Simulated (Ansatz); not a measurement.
# Σ5 (210) boundary in bcc Ta, starting shift (0.33, 0): structure and resistance, part 3 of 3

How much does the Σ5 (210) boundary in bcc Ta, starting shift (0.33, 0) reflect electrons?

Ansatz 0.2.0; Ansatz plane-wave DFT, PBE, PAW files; relaxation of a bicrystal slab with its lowest layers held; PAW set soft_1 (the session's first sound run).

So far. Step 3 (Transmission across the boundary): Over the solved energies the transmission per spin lies between 2.38 and 2.70, out of 5.52 channels of the lead on average (up to 6.09). Step 4 (Specific resistance): Averaged over the energies near the Fermi level, 46.1 % of the channels pass, which makes 0.667 fΩ m².

## (5) Single-crystal slab for reference

This step: Ansatz plane-wave DFT, PBE, PAW files; relaxation of a single-crystal slab with its lowest layers held; PAW set soft_1 (Ansatz 0.2.0).

System of this step: Ta slab, plane (2, 1, 0). The cell holds 26 atoms: 26 Ta. Cell: a = 7.385 Å, b = 3.303 Å, c = 29.462 Å, α = 90.0°, β = 90.0°, γ = 90.0°. It derives from Ta. Vacuum lies along c.

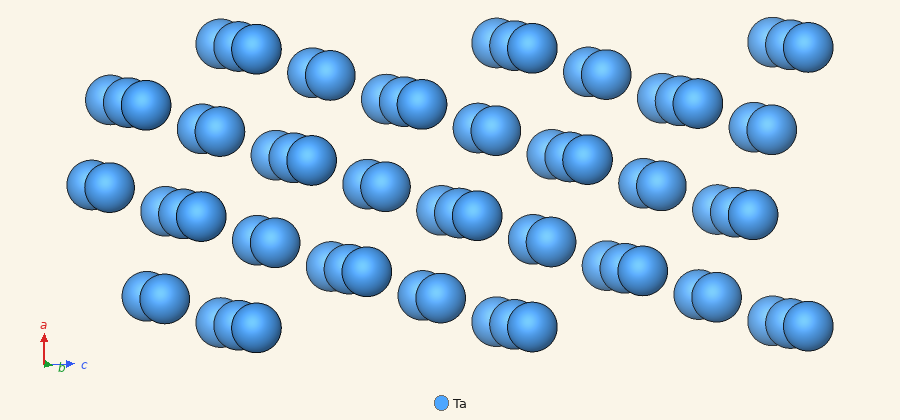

The cell of this step (tantalum blue). 1×2×1 cells are drawn. Some periodic images of atoms are drawn too.

input.yaml

```yaml
crystal:
  lattice:
    - [7.3847486598, 0.0, 0.0]
    - [0.0, 3.30256, 0.0]
    - [0.0, 0.0, 29.46187165]
  atoms:
    - { symbol: Ta, position: [0.5000000001, 0.5, 0.1697108744] }
    - { symbol: Ta, position: [0.8000000001, 0.0, 0.1947763175] }
    - { symbol: Ta, position: [0.1000000001, 0.5, 0.2198417605] }
    - { symbol: Ta, position: [0.4000000001, 0.0, 0.2449072036] }
    - { symbol: Ta, position: [0.7000000001, 0.5, 0.2699726466] }
    - { symbol: Ta, position: [1.0e-10, 0.0, 0.2950380897] }
    - { symbol: Ta, position: [0.3000000001, 0.5, 0.3201035327] }
    - { symbol: Ta, position: [0.6000000001, 0.0, 0.3451689758] }
    - { symbol: Ta, position: [0.9000000001, 0.5, 0.3702344188] }
    - { symbol: Ta, position: [0.2000000001, 0.0, 0.3952998619] }
    - { symbol: Ta, position: [0.5000000001, 0.5, 0.4203653049] }
    - { symbol: Ta, position: [0.8000000001, 0.0, 0.445430748] }
    - { symbol: Ta, position: [0.1000000001, 0.5, 0.470496191] }
    - { symbol: Ta, position: [0.4000000001, 0.0, 0.4955616341] }
    - { symbol: Ta, position: [0.7000000001, 0.5, 0.5206270771] }
    - { symbol: Ta, position: [1.0e-10, 0.0, 0.5456925202] }
    - { symbol: Ta, position: [0.3, 0.5, 0.5707579632] }
    - { symbol: Ta, position: [0.6, 0.0, 0.5958234063] }
    - { symbol: Ta, position: [0.9, 0.5, 0.6208888493] }
    - { symbol: Ta, position: [0.2, 0.0, 0.6459542924] }
    - { symbol: Ta, position: [0.5, 0.5, 0.6710197354] }
    - { symbol: Ta, position: [0.8, 0.0, 0.6960851785] }
    - { symbol: Ta, position: [0.1, 0.5, 0.7211506215] }
    - { symbol: Ta, position: [0.4, 0.0, 0.7462160646] }
    - { symbol: Ta, position: [0.7, 0.5, 0.7712815076] }
    - { symbol: Ta, position: [0.0, 0.0, 0.7963469507] }
kpoints:
  mp_grid: { grid: [3, 7, 1] }
hamiltonian:
  xc: pbe
  pseudopotentials: { kind: paw, azcp: { folder: soft_1 } }
scf:
  occupations: { method: fermi_dirac, width: 0.1 }
relax:
  f_tol: 0.03
  max_steps: 80
  constraints: [{ sites: [0, 1, 2, 3, 4] }]
```

The run is started by

```console
ansatz run input.yaml --threads 4 --pin off --max-ram 15360MiB --backend cpu --events-out ev --progress --plain --runs-dir out
```

Numbers of over 12 decimals in the logs are rounded to 6 here.

Output:

```text
Warning: crystal.symmetry: narrowed to the stabiliser of the relax constraints — unitary ops 4 → 2; lowered at sites 0, 1, 2, 3, 4, 21, 22, 23, 24, 25 (the operations that carried what is held of a site onto what its image site leaves free; the constrained walk keeps no symmetry that its constraints do not admit)
[...]
Crystal: 26 atoms, lattice volume = 718.533 Å³
Basis set: ecut = 420 eV, 14181 PW (Γ), exchange–correlation on 100×48×400 points (8 copies of the dense FFT grid, shifted against one another)
Bands: 203, of which v1, the nominal top of the filled ones, is band 169 counted from 1 (168 counted from 0)
Symmetry: 2 space group operations
k-points: 8 of 21 (time reversal used)
[...]
SCF iter   1: F=—  HF=-258272.401404 eV  |F-HF|=—  |Δ(HF+E_count)|=         —  Δρ=5.18e-2  dr2=6.34e2  ethr=3.10e-3  ⟨swp⟩=9.1  Hψ=7823  notcnv=0  defer=15
[...]
SCF iter  10: F=-258256.362483 eV  HF=-258256.362492 eV  |F-HF|=9.25e-6  |Δ(HF+E_count)|=   7.39e-5  Δρ=1.73e-5  dr2=1.94e-5  ethr=6.66e-9  ⟨swp⟩=3.6  Hψ=6517  notcnv=0
SCF 1 converged in 10 iterations: F = -258256.362483 eV  dr2 = 1.94e-5
[...]
relax step   1: F+E_penalty+E_count = -258256.36248255 eV  Δ(F+E_penalty+E_count) = +0.000e0 eV  max|allowed force component| = 1.728e0 eV/Å  Δτ_max = 0.0000 Å  (10 SCF iters, dr2 threshold 2.25e-5 eV, accepted)
[...]
SCF iter   6: F=-258256.594687 eV  HF=-258256.594698 eV  |F-HF|=1.15e-5  |Δ(HF+E_count)|=   2.86e-5  Δρ=3.00e-5  dr2=2.04e-5  ethr=2.96e-8  ⟨swp⟩=3.0  Hψ=6337  notcnv=0
SCF 2 converged in 6 iterations: F = -258256.594687 eV  dr2 = 2.04e-5
[...]
relax step   2: F+E_penalty+E_count = -258256.59468682 eV  Δ(F+E_penalty+E_count) = -2.322e-1 eV  max|allowed force component| = 6.937e-1 eV/Å  Δτ_max = 0.1949 Å  (6 SCF iters, dr2 threshold 1.00e-4 eV, accepted)
[...]
SCF iter   6: F=-258256.638243 eV  HF=-258256.638244 eV  |F-HF|=1.78e-6  |Δ(HF+E_count)|=   1.25e-5  Δρ=2.23e-5  dr2=8.32e-6  ethr=8.90e-9  ⟨swp⟩=3.0  Hψ=6379  notcnv=0
SCF 3 converged in 6 iterations: F = -258256.638243 eV  dr2 = 8.32e-6
relax step   3: F+E_penalty+E_count = -258256.63824259 eV  Δ(F+E_penalty+E_count) = -4.356e-2 eV  max|allowed force component| = 3.156e-1 eV/Å  Δτ_max = 0.1699 Å  (6 SCF iters, dr2 threshold 3.01e-5 eV, accepted)
[...]
relax step   4: F+E_penalty+E_count = -258256.65396247 eV  Δ(F+E_penalty+E_count) = -1.572e-2 eV  max|allowed force component| = 4.504e-2 eV/Å  Δτ_max = 0.0677 Å  (6 SCF iters, dr2 threshold 1.61e-5 eV, accepted)
[...]
relax step   5: F+E_penalty+E_count = -258256.65567956 eV  Δ(F+E_penalty+E_count) = -1.717e-3 eV  max|allowed force component| = 3.001e-2 eV/Å  Δτ_max = 0.0291 Å  (7 SCF iters, accepted)
SCF iter   1: F=—  HF=-258256.657977 eV  |F-HF|=—  |Δ(HF+E_count)|=         —  Δρ=6.58e-4  dr2=1.66e-2  ethr=2.71e-5  ⟨swp⟩=2.4  Hψ=2754  notcnv=0  defer=8
[...]
SCF iter   6: F=-258256.656090 eV  HF=-258256.656090 eV  |F-HF|=1.98e-8  |Δ(HF+E_count)|=   1.56e-7  Δρ=1.97e-6  dr2=4.65e-8  ethr=2.96e-11  ⟨swp⟩=3.2  Hψ=6779  notcnv=0
SCF 6 converged in 6 iterations: F = -258256.656090 eV  dr2 = 4.65e-8
relax step   6: F+E_penalty+E_count = -258256.65608989 eV  Δ(F+E_penalty+E_count) = -4.103e-4 eV  max|allowed force component| = 1.347e-2 eV/Å  Δτ_max = 0.0155 Å  (6 SCF iters, accepted)
NSCF: frozen V_eff on 8 k-points
the band table was solved once a step of the walk had ended and its energy, with any forces and stress, was formed, with the checks that follow a solve (6768 applications of the Hamiltonian). They found nothing against the state; the energy, forces and stress were not computed again (output.eigenvalues in the input reference)
SCF converged after 6 iterations
Free energy (F): -258256.656090 eV
[...]
Internal energy: -258255.571742 eV  (E = F + TS)
E sigma→0 (E₀):  -258256.113916 eV
Entropy (-TS):   -1.084348 eV (-41.706 meV/atom)
Fermi energy:    10.810849 eV
[...]
--- Forces (eV/Å), atoms counted from 1 ---
  atom   1  Ta     0.42483747    -0.00000000     1.73096828
  atom   2  Ta    -0.73898952     0.00000000    -0.16413108
  atom   3  Ta     0.01304400    -0.00000000    -0.19818103
  atom   4  Ta     0.26085458    -0.00000000    -0.87900041
  atom   5  Ta     0.03190141    -0.00000000    -0.48656443
  atom   6  Ta    -0.00522402    -0.00000000    -0.00201927
  atom   7  Ta     0.00447695    -0.00000000     0.00419910
  atom   8  Ta    -0.00478141    -0.00000000    -0.00128935
  atom   9  Ta     0.00286543     0.00000000     0.00306710
  atom  10  Ta    -0.00130258     0.00000000    -0.00335295
  atom  11  Ta     0.00064055     0.00000000     0.00037607
  atom  12  Ta     0.00109601     0.00000000    -0.00121372
  atom  13  Ta    -0.00090914    -0.00000000    -0.00371755
  atom  14  Ta     0.00454587     0.00000000     0.00095129
  atom  15  Ta    -0.00014508    -0.00000000     0.00282573
  atom  16  Ta    -0.00034261    -0.00000000     0.00694340
  atom  17  Ta    -0.00045590    -0.00000000    -0.00103559
  atom  18  Ta     0.00218424    -0.00000000    -0.00769802
  atom  19  Ta     0.01122446     0.00000000    -0.00248578
  atom  20  Ta    -0.01263438     0.00000000     0.00246120
  atom  21  Ta     0.00596874     0.00000000     0.01347077
  atom  22  Ta    -0.00338191    -0.00000000    -0.00606459
  atom  23  Ta     0.01055351    -0.00000000     0.00048769
  atom  24  Ta    -0.00975127     0.00000000    -0.00255579
  atom  25  Ta    -0.00184635     0.00000000     0.00122267
  atom  26  Ta     0.00561013     0.00000000    -0.00772118
  max |Σ_I F_I| component: 5.74e-5 eV/Å
--- Band table (eV; the first three rows and the last of 8) ---
  k-point 0: bands = [... 165 lower, 10.9337, 10.9621, 11.1124, 11.1706, 11.2375, 11.2458, 11.2868, 11.3119, ... 30 higher]
  k-point 1: bands = [... 165 lower, 10.6645, 10.7060, 10.7563, 10.8274, 10.8410, 10.8795, 11.0313, 11.0325, ... 30 higher]
  k-point 2: bands = [... 165 lower, 10.2792, 10.3008, 10.3261, 10.3893, 10.4562, 10.5520, 10.5686, 10.6122, ... 30 higher]
  k-point 7: bands = [... 165 lower, 10.4680, 10.5761, 10.6065, 10.6302, 10.6808, 10.7481, 10.8629, 10.9037, ... 30 higher]
--- Relaxed structure (6 steps of the walk, 6 accepted, 0 SCFs on fresh bases) ---
  F+E_penalty+E_count = -258256.65608989 eV   max|allowed force component| = 1.347e-2 eV/Å
  atoms:
    - { symbol: Ta, position: [0.50000000005, 0.500000, 0.169711] }
    - { symbol: Ta, position: [0.800000, 0.0, 0.194776] }
    - { symbol: Ta, position: [0.10000000005, 0.500000, 0.219842] }
    - { symbol: Ta, position: [0.40000000005, 0.0, 0.244907] }
    - { symbol: Ta, position: [0.700000, 0.500000, 0.269973] }
    - { symbol: Ta, position: [-0.000469267, 1.1649719242451328e-19, 0.294359] }
    - { symbol: Ta, position: [0.299043, 0.500000, 0.320458] }
    - { symbol: Ta, position: [0.602870, -7.125111351752005e-19, 0.346218] }
    - { symbol: Ta, position: [0.903935, 0.500000, 0.370778] }
    - { symbol: Ta, position: [0.204629, -1.149169613229752e-18, 0.396426] }
    - { symbol: Ta, position: [0.505362, 0.500000, 0.421937] }
    - { symbol: Ta, position: [0.805825, -1.4461291359032832e-18, 0.447245] }
    - { symbol: Ta, position: [0.107083, 0.500000, 0.472680] }
    - { symbol: Ta, position: [0.407597, -1.8859268564303093e-18, 0.497858] }
    - { symbol: Ta, position: [0.708510, 0.500000, 0.523511] }
    - { symbol: Ta, position: [0.00916991, -2.2764619362796235e-18, 0.548619] }
    - { symbol: Ta, position: [0.310381, 0.500000, 0.574038] }
    - { symbol: Ta, position: [0.610631, -2.6392829426071456e-18, 0.600123] }
    - { symbol: Ta, position: [0.911339, 0.500000, 0.624202] }
    - { symbol: Ta, position: [0.215761, -3.912638001606217e-18, 0.649525] }
    - { symbol: Ta, position: [0.514530, 0.500000, 0.676712] }
    - { symbol: Ta, position: [0.813409, -3.32890277730239e-18, 0.701509] }
    - { symbol: Ta, position: [0.116928, 0.500000, 0.724768] }
    - { symbol: Ta, position: [0.422733, -5.643488542159397e-18, 0.751935] }
    - { symbol: Ta, position: [0.722710, 0.500000, 0.775652] }
    - { symbol: Ta, position: [0.017532, -4.3524026429962504e-18, 0.792508] }
```

The job ended after 5.4 min (4 threads of Arm Neoverse V1, shared host; peak memory 3.1 GiB).

Step by step:

```csv
step,energy less that of the first step (eV),largest force component (eV/Å)
1,0.0000,1.7276
2,-0.2322,0.6937
3,-0.2758,0.3156
4,-0.2915,0.0450
5,-0.2932,0.0300
6,-0.2936,0.0135
```

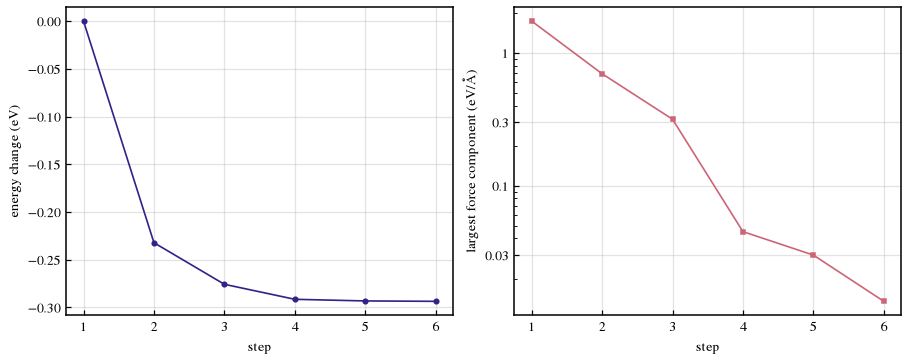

Energy and largest force along the relaxation.

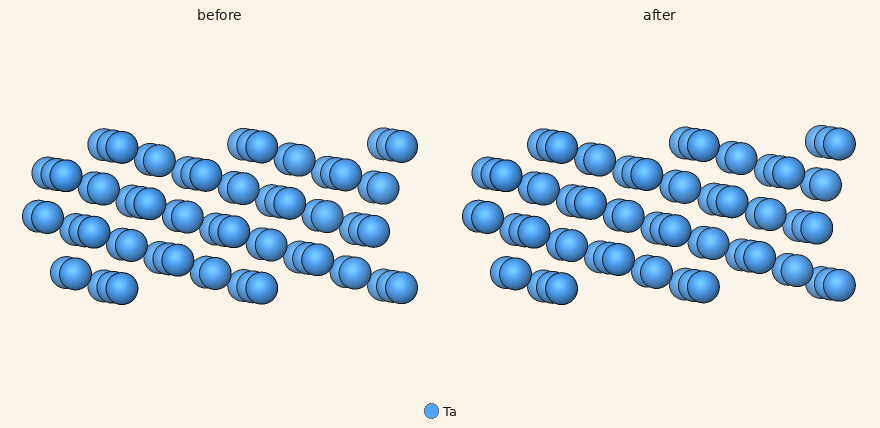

The structure before and after the relaxation, drawn at the same scale.

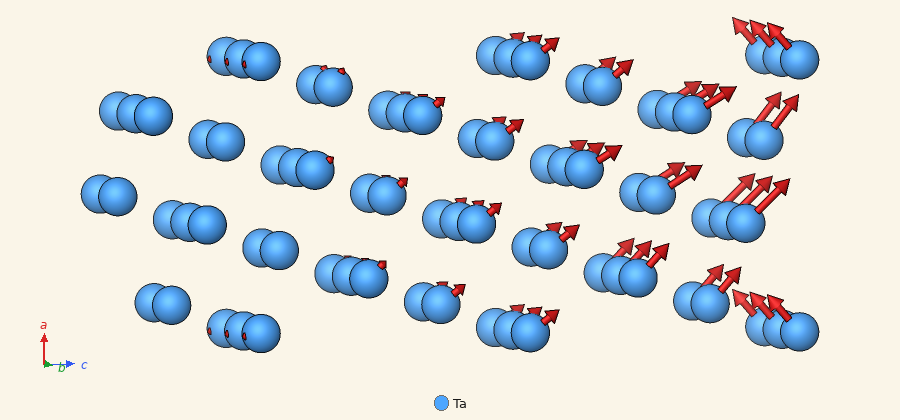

Displacements in the relaxation, exaggerated; the longest in the cell stands for 0.24 Å. 1×2×1 cells are drawn. Some periodic images of atoms are drawn too.

The atoms that moved most (Å):

```
atom     dx     dy      dz  length
Ta24  0.168  0.000   0.168   0.238
Ta25  0.168  0.000   0.129   0.211
Ta21  0.107  0.000   0.168   0.199
Ta22  0.099  0.000   0.160   0.188
Ta26  0.129  0.000  -0.113   0.172
Ta23  0.125  0.000   0.107   0.164
Ta20  0.116  0.000   0.105   0.157
Ta18  0.079  0.000   0.127   0.149
```

The relaxed structure:

```xyz
26
Lattice="7.3847 0.0000 0.0000 0.0000 3.3026 0.0000 0.0000 0.0000 29.4619" Properties=species:S:1:pos:R:3
Ta    3.6924    1.6513    5.0000
Ta    5.9078    0.0000    5.7385
Ta    0.7385    1.6513    6.4769
Ta    2.9539    0.0000    7.2154
Ta    5.1693    1.6513    7.9539
Ta   -0.0035    0.0000    8.6724
Ta    2.2084    1.6513    9.4413
Ta    4.4520    0.0000   10.2002
Ta    6.6753    1.6513   10.9238
Ta    1.5111    0.0000   11.6794
Ta    3.7320    1.6513   12.4311
Ta    5.9508    0.0000   13.1767
Ta    0.7908    1.6513   13.9260
Ta    3.0100    0.0000   14.6678
Ta    5.2322    1.6513   15.4236
Ta    0.0677    0.0000   16.1634
Ta    2.2921    1.6513   16.9122
Ta    4.5094    0.0000   17.6808
Ta    6.7300    1.6513   18.3901
Ta    1.5933    0.0000   19.1362
Ta    3.7997    1.6513   19.9372
Ta    6.0068    0.0000   20.6678
Ta    0.8635    1.6513   21.3530
Ta    3.1218    0.0000   22.1534
Ta    5.3370    1.6513   22.8521
Ta    0.1295    0.0000   23.3488
```

This step gave:

* free energy: -258256.6561 eV
* energy at zero smearing: -258256.1139 eV
* Fermi energy: 10.81 eV

The largest force component on a free atom ends at 0.013 eV/Å, under the tolerance of 0.03, after 6 steps.

## (6) Bulk reference

This step: Ansatz plane-wave DFT, PBE, PAW files; bulk reference; PAW set soft_1 (Ansatz 0.2.0).

System of this step: Ta. Symmetry: Im-3m, No. 229, cubic system. The conventional cell has a = 3.303 Å, b = 3.303 Å, c = 3.303 Å, α = 90.00°, β = 90.00°, γ = 90.00°. Nearest to Ta lie 8 Ta at 2.86 Å.

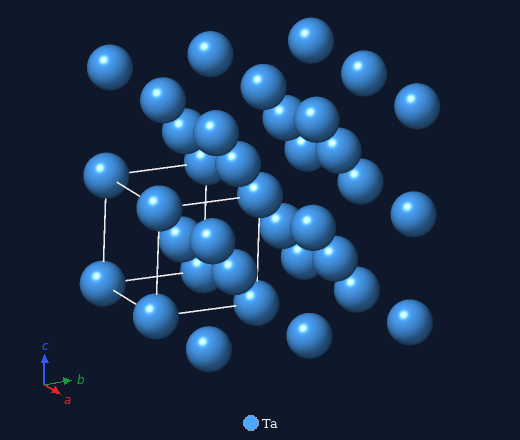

The cell of this step (tantalum blue). 2×2×2 conventional cells are drawn. Some periodic images of atoms are drawn too.

input.yaml, the sections that differ from step 5:

```yaml
crystal:
  lattice:
    - [-1.65128, 1.65128, 1.65128]
    - [1.65128, -1.65128, 1.65128]
    - [1.65128, 1.65128, -1.65128]
  atoms:
    - { symbol: Ta, position: [0.0, 0.0, 0.0] }
kpoints:
  mp_grid: { grid: [18, 18, 18] }
# hamiltonian, scf: as in step 5
# relax: removed
```

Output:

```text
[...]
Crystal: 1 atoms, lattice volume = 18.010 Å³
Basis set: ecut = 420 eV, 369 PW (Γ)
Bands: 11, of which v1, the nominal top of the filled ones, is band 7 counted from 1 (6 counted from 0)
Symmetry: 48 space group operations
[...]
k-points: 195 of 5832
[...]
SCF iter   1: F=—  HF=-9933.363882 eV  |F-HF|=—  |Δ(HF+E_count)|=         —  Δρ=4.14e-2  dr2=3.21e-1  ethr=3.10e-3  ⟨swp⟩=5.0  Hψ=11058  notcnv=0
[...]
SCF iter   6: F=-9933.251922 eV  HF=-9933.251922 eV  |F-HF|=3.15e-10  |Δ(HF+E_count)|=   6.80e-9  Δρ=3.42e-6  dr2=5.94e-10  ethr=2.68e-10  ⟨swp⟩=1.0  Hψ=5631  notcnv=0
SCF 1 converged in 6 iterations: F = -9933.251922 eV  dr2 = 5.94e-10
[...]
SCF converged after 6 iterations
Free energy (F): -9933.251922 eV
[...]
Internal energy: -9933.208950 eV  (E = F + TS)
E sigma→0 (E₀):  -9933.230436 eV
Entropy (-TS):   -0.042971 eV (-42.971 meV/atom)
Fermi energy:    18.517834 eV
[...]
```

Elapsed: 0.72 s, on 4 threads; peak memory 0.28 GiB; 2 s of CPU time.

This step gave:

* free energy: -9933.2519 eV
* energy at zero smearing: -9933.2304 eV
* Fermi energy: 18.52 eV

## (7) Boundary energy

This step: Ansatz plane-wave DFT, PBE, PAW files; bicrystal less single-crystal slab less bulk atoms, a boundary area; PAW set soft_1 (Ansatz 0.2.0).

This step gave:

```yaml
excess_energy_of_the_cell: 2.216 eV
boundary_energy: 1.456 J/m²
```

The boundary costs 1.5 J/m².

By hand: 2.22 eV / 24.39 Å² × 16.02 = 1.46 J/m².

## (8) Summary of results

| Property | Result |
| --- | --- |
| specific resistance of the boundary | 0.667 fΩ m² |
| share of channels that pass | 0.461 |
| boundary energy | 1.46 J/m² |

The boundary has a specific resistance of 0.67 fΩ m² and an energy of 1.5 J/m². The boundary reflects 54 % of the channels; 0.67 fΩ m² is 6.7×10⁻¹² Ω·cm². That equals the resistance of 4.9 nm of bulk Ta at 300 K (measured 13.5 µΩ cm, CRC Handbook of Chemistry and Physics, 84th ed., 2003, Electrical Resistivity of Pure Metals). In the relaxation the upper grain slid sideways by about 0.9 Å, so the result belongs to the position that it found, not to the starting one. One starting structure was relaxed; another shift or atom count at the boundary may lie lower. Spin-orbit coupling is left out, which matters for Ta.

[Logs are printed without paths, hosts, clocks, repeated set-up lines and the standing remarks that a program may print on its own settings, such as how far it seeks lower states.]

[Hosts, paths, dates, database ids (printed as entryN), source tags and the programs' standing remarks are cut or masked in the printed files.]
